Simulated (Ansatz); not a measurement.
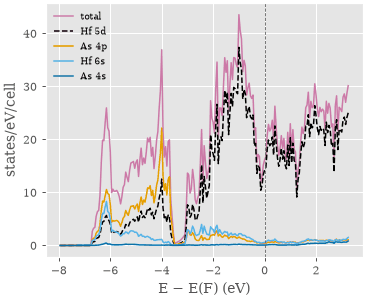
Figure. Total and projected density of states of Hf3As in space group C2/c (No. 15; Pearson symbol mS64), r²SCAN in the plane-wave PAW code Ansatz

Q: Which orbitals carry the states next to the Fermi level?

A: Within 0.5 eV of the Fermi level: Hf 5d 87 %. Projections are on Löwdin-orthogonalised atomic valence shells; empty p or d shells of many metals are not among them.

Q: Where is the tallest occupied peak in this window, and what makes it?

A: Near -1.0 eV, about 44 states/eV per cell; the largest projected share is Hf 5d.

The workflow started from a Materials Project entry (that database holds measured and hypothetical structures alike); the Crystallography Open Database files this formula in space group No. 15, but the cells were not matched. Whether it is the stable phase at ambient conditions was not checked. The cell was relaxed with r²SCAN under the symmetry of its start; whether a distortion lowers the energy is not shown. No spin polarisation was allowed. Scalar-relativistic: spin–orbit coupling is off unless named, which matters more the heavier the elements.

Potentials: the later of the program's two PAW sets.
